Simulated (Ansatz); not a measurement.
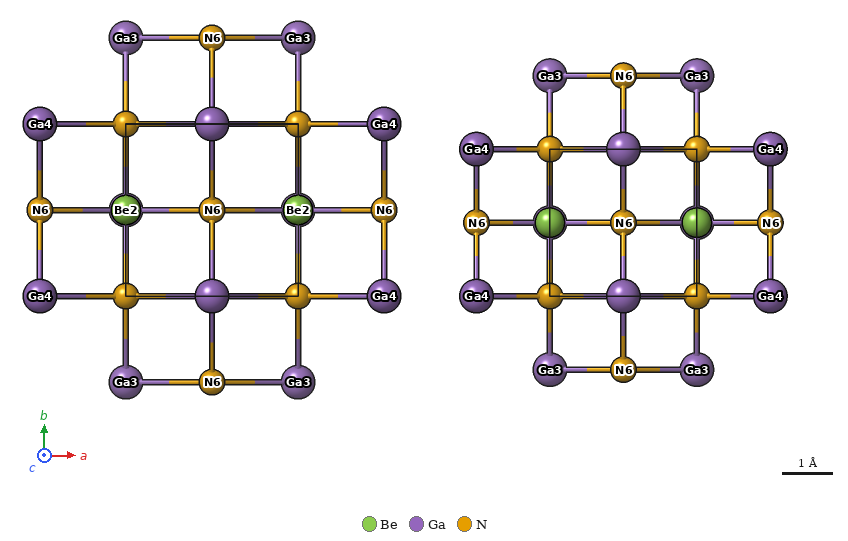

Two geometries of a crystal of BeGaN (a generated structure, set up in P4/nmm) (coarse preliminary run), drawn at one scale. One is the start of a relaxation, the other its converged end. The picture is a ball-and-stick view of the cell of the calculation, seen along the c axis.

The calculation used Ansatz, DFT PBE, scalar-relativistic, plane waves, PAW. (plane-wave cutoff 420 eV; k-point mesh 6 × 6 × 4; occupations gaussian; smearing width 0.1 eV; no spin polarisation; cell and atoms relaxed; force threshold 0.04 eV/Å; at most 70 steps)

Which of the two is the end point?

The left one is the relaxed one. The energy falls by 1951 meV per atom in 12 accepted moves (14 points after the start). Largest force component: 13 eV/Å at the start, 0.038 eV/Å at the end. The pressure goes from 105.09 to −0.07 GPa. The SCF was repeated twice at an unchanged geometry on a basis and grid sized afresh for the cell, which shifted the energy by 26.8 meV per atom at most. The largest moves relative to the cell, 1.09 Å, are those of Be atoms. By element the largest moves are Be 1.09 Å, Ga 0.24 Å. N stays in place. The drawn cell changes as follows: a = b 2.983 → 3.494 Å (+17.1 %), c 7.104 → 6.565 Å (−7.6 %); the volume changes by +26.8 %. Near-neighbour distances that change, for instance: Ga–N 1.705 → 2.013 Å. The space group stays P4/nmm (No. 129). Cost: 83 s on 1 thread of AMD EPYC 7R43 64-Core Processor (Zen 3) (shared host), peak memory 0.42 GiB.
